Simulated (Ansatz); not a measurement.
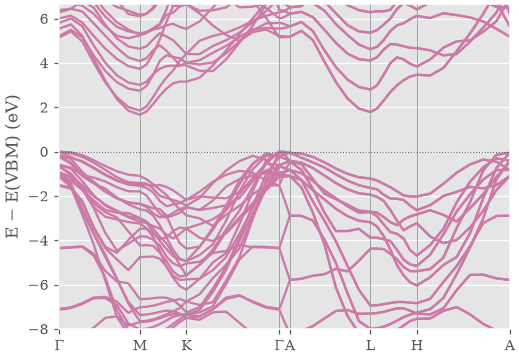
*Band structure from plane-wave PAW PBEsol (Ansatz code)*

Task: Read off the gap and where the band edges lie.

Result: About 1.7 eV (1.66 eV by a search for the band edges); maximum at Γ, minimum at M.

Task: Which of these materials gives this?
(A) CdS, P6_3mc (Pearson symbol hP12)
(B) BAs, P6_222 (B on 3d, As on 3c)
(C) ZnS, wurtzite
(D) SiC, P6_3mc (Pearson symbol hP16)

Result: D, SiC, P6_3mc (Pearson symbol hP16)

The workflow started from an entry of the Crystallography Open Database (COD). Its sites differ from those of the usual phase in this space group: another stacking or structure type. The PBEsol relaxation kept the symmetry of its start; its stability against distortions is not shown here.

Potentials: the later of the program's two PAW sets.
